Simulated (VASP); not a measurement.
Band structure of ZnCu2SnS4 (space group I-4). Level of theory: PBE GGA, VASP's PBE PAW potentials (set 64) (plane waves; VASP).

Unless said otherwise, spin-orbit coupling is left out, though it shifts the bands of the heavy elements here.

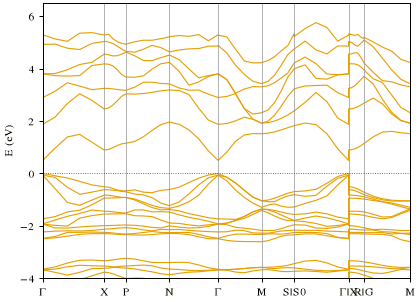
Figure: Bands along high-symmetry lines, zero at the valence-band maximum or, without a gap, the Fermi level

Question: Read the plot: is there a gap, and where are the band edges?

Answer: The gap is direct, 0.50 eV, from the valence maximum at Γ to the conduction minimum at Γ.

The structure comes from a computed database's ZnCu2SnS4 entry, a phase known from measurement. The cell was not relaxed at this level.
